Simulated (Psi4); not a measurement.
**CH3BF3Ge+ (SMILES [CH3][Ge+]([F])[B](F)F) at OMP2/def2-SVP (density fitting for correlation)**

What is the energy change on altering one bond length of CH3BF3Ge+ at OMP2/def2-SVP (density fitting for correlation)? Input form: a Python script.

The calculation is run with Psi4 1.11.

**1. The molecule**

CH3BF3Ge+ has 9 atoms, charge +1, and is taken as a singlet. SMILES: `[CH3][Ge+]([F])[B](F)F`. The shape comes from GFN2-xTB, which is rough for such elements, and wasn't checked as a minimum.

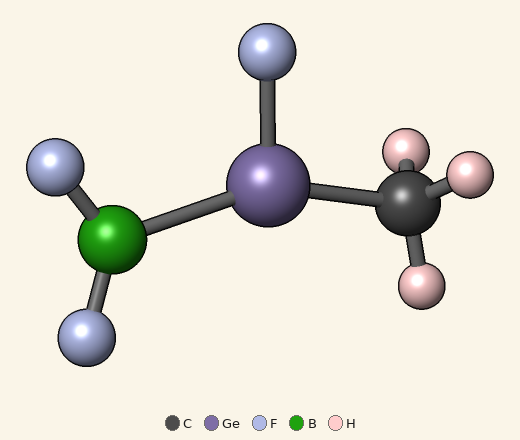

The structure, seen from a chosen angle (carbon dark grey, germanium purple, fluorine light blue, boron green, hydrogen pink).

**2. The energy at OMP2/def2-SVP (density fitting for correlation)**

ch3bf3ge.xyz reads:

```xyz
9
CH3BF3Ge
C     -1.827570    -0.232630    -0.019740
Ge     0.127990     0.202360    -0.000590
F      0.165210     1.931220    -0.020140
B      2.303130    -0.280720     0.029180
F      3.084040     0.724700     0.087070
F      2.676590    -1.500590    -0.012720
H     -2.003290    -1.308940    -0.075000
H     -2.263930     0.280640    -0.885140
H     -2.262170     0.183950     0.897070
```

ch3bf3ge.py reads:

```python
import psi4

psi4.set_memory(1600000000)
psi4.set_num_threads(1)
psi4.core.set_output_file('run.log', False)

with open('ch3bf3ge.xyz') as f:
    atoms = ''.join(f.readlines()[2:])
mol = psi4.geometry('1 1\n' + atoms + 'symmetry c1')

options = {'basis': 'def2-SVP', 'reference': 'rhf', 'puream': True, 'e_convergence': 1e-09, 'd_convergence': 1e-08, 'scf_type': 'pk', 'num_frozen_docc': 14}
psi4.set_options(options)

E = psi4.energy('omp2')
print('E =', round(E, 9))
```

Started as:

```console
$ python ch3bf3ge.py
```

run.log:

```text
[...]
  Running in c1 symmetry.
[...]
  Nuclear repulsion =  431.116058451647575
[...]
  Multiplicity = 1
[...]
  Nalpha       = 36
  Nbeta        = 36
[...]
    Number of basis functions: 117
[...]
   @RHF iter   1: -2436.40311030047542   -4.10113e+00   1.72033e-02 ADIIS/DIIS
[...]
   @RHF iter  12: -2437.28887967619585   -2.27374e-11   9.87373e-09 DIIS
[...]
    Orbital Energies [Eh]
    ---------------------
    Doubly Occupied:
       1A   -405.510697     2A    -52.436112     3A    -46.538919
       4A    -46.536322     5A    -46.534768     6A    -26.527588
       7A    -26.526549     8A    -26.469524     9A    -11.470036
      10A     -7.983255    11A     -7.494222    12A     -5.476459
      13A     -5.469911    14A     -5.464838    15A     -1.957450
      16A     -1.949133    17A     -1.942208    18A     -1.940047
      19A     -1.936282    20A     -1.847389    21A     -1.821259
      22A     -1.719792    23A     -1.159888    24A     -1.034187
      25A     -0.991849    26A     -0.975054    27A     -0.935526
      28A     -0.917742    29A     -0.874053    30A     -0.873519
      31A     -0.842644    32A     -0.831069    33A     -0.788448
      34A     -0.780040    35A     -0.764153    36A     -0.658831
[...]
  @RHF Final Energy: -2437.28887967619585
   => Energetics <=
    Nuclear Repulsion Energy =            431.1160584516475751
    One-Electron Energy =               -4240.8503472211268672
    Two-Electron Energy =                1372.4454090932840700
    Total Energy =                      -2437.2888796761953927
[...]
 Multipole Moments:
 ------------------------------------------------------------------------------------
     Multipole            Electronic (a.u.)      Nuclear  (a.u.)        Total (a.u.)
 ------------------------------------------------------------------------------------
 L = 1.  Multiply by 2.5417464519 to convert [e a0] to [Debye]
 Dipole X            :          5.7674943           -7.2708893           -1.5033950
 Dipole Y            :          0.2598633           -1.5216615           -1.2617982
 Dipole Z            :          0.0668784           -0.0661785            0.0006999
 Magnitude           :                                                    1.9627358
[...]
	Warning: cc_lambda option is changed to TRUE
	For this residual convergence, default PCG convergence is:     1.00e-07
[...]
	DF-MP2 Total Energy (a.u.)         : -2438.26739099086535
[...]
	DF-MP2 Total Energy (a.u.)         : -2438.28487681760544
[...]
	DF-OMP2 Total Energy (a.u.)        : -2438.28487681758861
[...]
```

Standard output:

```text
E = -2438.284876818
```

Run time: 1.7 min. Hardware: 1 thread of Intel Xeon 6975P-C (Granite Rapids), shared host; peak memory 0.56 GiB.

**3. The distorted shape at the same level**

job.py reads:

```python
import psi4

psi4.set_memory(1600000000)
psi4.set_num_threads(1)
psi4.core.set_output_file('psi4.out', False)

mol = psi4.geometry("""
1 1
C     -1.478473    -0.643256     0.672597
Ge     0.477087    -0.208266     0.691747
F      0.514307     1.520594     0.672197
B      2.652227    -0.691346     0.721517
F      3.433137     0.314074     0.779407
F      3.025687    -1.911216     0.679617
H     -1.654193    -1.719566     0.617337
H     -2.263930     0.280640    -0.885140
H     -1.913073    -0.226676     1.589407
symmetry c1
""")

psi4.set_options(dict(basis='def2-SVP', puream=True, e_convergence=1e-09, d_convergence=1e-08, scf_type='pk', num_frozen_docc=14))

e = psi4.energy('omp2')
print('E =', round(e, 9))
```

Started as:

```console
$ python job.py
```

psi4.out:

```text
[...]
  Running in c1 symmetry.
[...]
  Nuclear repulsion =  427.921126362593498
[...]
  Multiplicity = 1
[...]
  Nalpha       = 36
  Nbeta        = 36
[...]
    Number of basis functions: 117
[...]
   @RHF iter   1: -2436.11858342500864   -4.15525e+00   1.75634e-02 DIIS/ADIIS
[...]
   @RHF iter  14: -2437.14120885754437   -2.72848e-12   4.09492e-09 DIIS
[...]
    Orbital Energies [Eh]
    ---------------------
    Doubly Occupied:
       1A   -405.505139     2A    -52.430384     3A    -46.533216
       4A    -46.530638     5A    -46.529142     6A    -26.525955
       7A    -26.525081     8A    -26.462596     9A    -11.513802
      10A     -7.981992    11A     -7.488501    12A     -5.470650
      13A     -5.464325    14A     -5.459384    15A     -1.951581
      16A     -1.943277    17A     -1.936584    18A     -1.934701
      19A     -1.930884    20A     -1.845796    21A     -1.819670
      22A     -1.713177    23A     -1.124883    24A     -1.032392
      25A     -0.990250    26A     -0.970982    27A     -0.933940
      28A     -0.912079    29A     -0.872504    30A     -0.871738
      31A     -0.836549    32A     -0.824568    33A     -0.788754
      34A     -0.762600    35A     -0.672142    36A     -0.595341
[...]
  @RHF Final Energy: -2437.14120885754437
   => Energetics <=
    Nuclear Repulsion Energy =            427.9211263625934976
    One-Electron Energy =               -4234.7542808962707568
    Two-Electron Energy =                1369.6919456761327183
    Total Energy =                      -2437.1412088575443704
[...]
 Multipole Moments:
 ------------------------------------------------------------------------------------
     Multipole            Electronic (a.u.)      Nuclear  (a.u.)        Total (a.u.)
 ------------------------------------------------------------------------------------
 L = 1.  Multiply by 2.5417464519 to convert [e a0] to [Debye]
 Dipole X            :          5.9512656           -7.6213482           -1.6700826
 Dipole Y            :         -0.0790473           -1.1094335           -1.1884808
 Dipole Z            :          0.5961841           -0.7612165           -0.1650324
 Magnitude           :                                                    2.0564285
[...]
	Warning: cc_lambda option is changed to TRUE
	For this residual convergence, default PCG convergence is:     1.00e-07
[...]
	DF-MP2 Total Energy (a.u.)         : -2438.13453732115750
[...]
	DF-MP2 Total Energy (a.u.)         : -2438.15399074674815
[...]
	DF-OMP2 Total Energy (a.u.)        : -2438.15399074675315
[...]
```

Standard output:

```text
E = -2438.153990747
```

It took 94 s on 1 thread of Intel Xeon 6975P-C (Granite Rapids), shared host; peak memory 0.56 GiB.

**4. Results**

At OMP2/def2-SVP (density fitting for correlation), 14 core orbitals frozen:

```
                                                         quantity           value
                                        first shape: total energy  -2438.28488 Eh
                 first shape: HOMO energy (Hartree–Fock orbitals)       -17.93 eV
                 first shape: LUMO energy (Hartree–Fock orbitals)        -5.94 eV
               first shape: HOMO–LUMO gap (Hartree–Fock orbitals)        11.99 eV
        first shape: correlation energy (14 core orbitals frozen)      -996.0 mEh
                                    distorted shape: total energy  -2438.15399 Eh
             distorted shape: HOMO energy (Hartree–Fock orbitals)       -16.20 eV
             distorted shape: LUMO energy (Hartree–Fock orbitals)        -5.99 eV
           distorted shape: HOMO–LUMO gap (Hartree–Fock orbitals)        10.21 eV
    distorted shape: correlation energy (14 core orbitals frozen)     -1012.8 mEh
energy change with the C1–H8 bond stretched from 1.097 to 1.974 Å        3.562 eV
```

**Reading.** With the C1–H8 bond stretched from 1.097 to 1.974 Å the energy rises by 3.56 eV (344 kJ/mol). The first shape isn't relaxed at this level, so the change isn't measured from a minimum.
